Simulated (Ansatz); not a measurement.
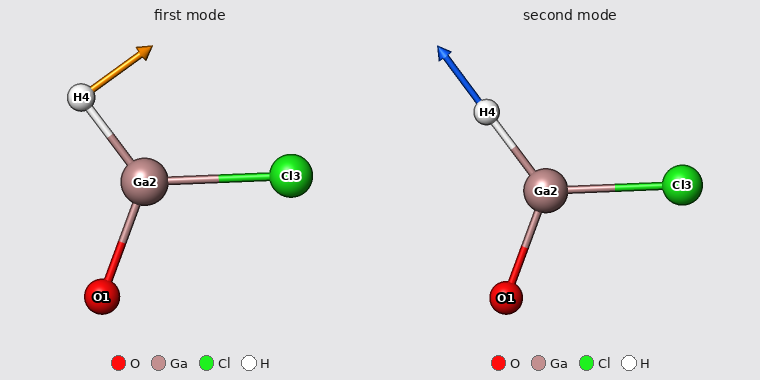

The system is ClGaHO, SMILES [O][GaH][Cl], spin multiplicity 2; the picture shows the reference structure; its two panels give the patterns of the first and the second mode as arrows. 
- The first coordinate is: normal mode 4 (562 cm⁻¹); the second: normal mode 6 (2038 cm⁻¹).
- Nothing is relaxed (straight displacements along the two mass-weighted modes).
- Grid: 9 × 9 points.
- Points are written as (first, second).
- Energies: kJ/mol, counted from the lowest grid point.
- Level of theory: UKS B3LYP-D4/def2-SVP in Ansatz.

Its coordinates:

```yaml
atoms:
  - { symbol: O, position_ang: [-1.7497, -0.1159, -0.2142] }
  - { symbol: Ga, position_ang: [0.0282, 0.1481, -0.0634] }
  - { symbol: Cl, position_ang: [1.0609, -1.5704, 0.7151] }
  - { symbol: H, position_ang: [0.7162, 1.4779, -0.4579] }
```

Range: normal mode 4 (562 cm⁻¹) from −0.461 to 0.461 amu½·Å; normal mode 6 (2038 cm⁻¹) from −0.28 to 0.28 amu½·Å.

Predict the map.

The lowest grid point is at (0.000 amu½·Å, 0.00 amu½·Å). It is the only kind of minimum in the scanned range. The highest grid point, (0.000 amu½·Å, −0.28 amu½·Å), lies 88 kJ/mol above the lowest.

```
normal mode 6 (2038 cm⁻¹) ↓, normal mode 4 (562 cm⁻¹) →  −0.461  −0.346  −0.231  −0.115  0.000  0.115  0.231  0.346  0.461
                                                   0.28      60      51      45      41     40     41     45     52     62
                                                   0.21      45      36      30      26     25     26     30     37     46
                                                   0.14      31      23      17      13     12     13     17     23     33
                                                   0.07      20      13       7       4      3      4      8     13     22
                                                   0.00      14       7       3       1      0      1      3      8     15
                                                  −0.07      12       8       5       4      4      4      6      8     13
                                                  −0.14      17      16      16      17     18     17     17     17     18
                                                  −0.21      31      34      39      43     44     43     40     36     32
                                                  −0.28      55      66      77      85     88     85     78     68     58
```

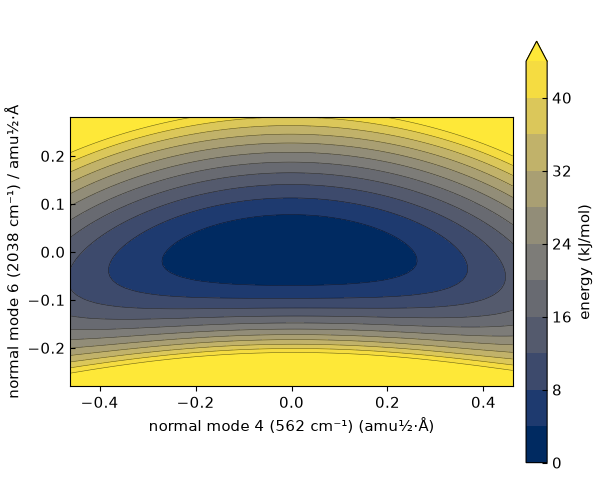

Drawn: filled contours, one colour for all values above the top of the scale. Between grid points the surface is interpolated.

The whole map (81 points run) took 14 min on 1 thread of Arm Neoverse V2 (shared host).
